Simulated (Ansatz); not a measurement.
```xyz
7

C    -0.2359   -1.1395    0.1092
Ge    0.1747    0.7246   -0.0929
H    -1.1738   -1.5613   -0.2341
H     0.4396   -1.8263    0.6066
H    -0.4322    1.2607   -1.4006
H    -0.4096    1.5452    1.0755
H     1.6985    0.9287   -0.1093
```

Geometry: PBE0-D4/def2-TZVP.

Method: isolated molecule in a Gaussian basis; Hartree-Fock in Ansatz.

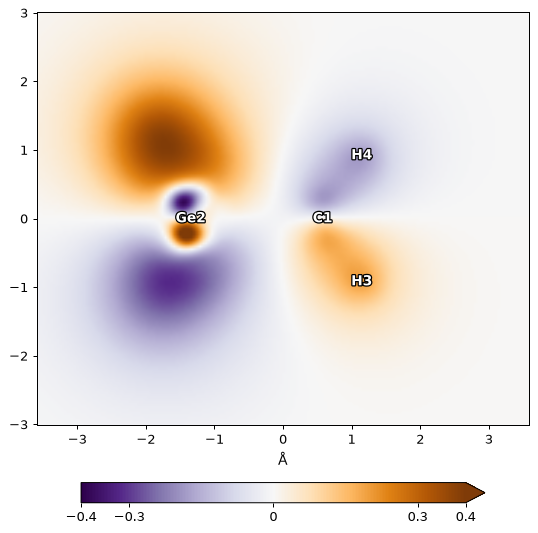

CH5Ge (SMILES [CH2][GeH3]) (doublet). The HOMO−1 (α) on the plane of atoms Ge2, C1 and H3 (values in Å⁻³ᐟ²; the overall sign is arbitrary).

Q: What is the character of this orbital?

A: Its weight (Hirshfeld) is mainly on Ge2 (about 40 %), H5 (about 25 %) and H7 (about 25 %). Its energy is −12.61 eV.
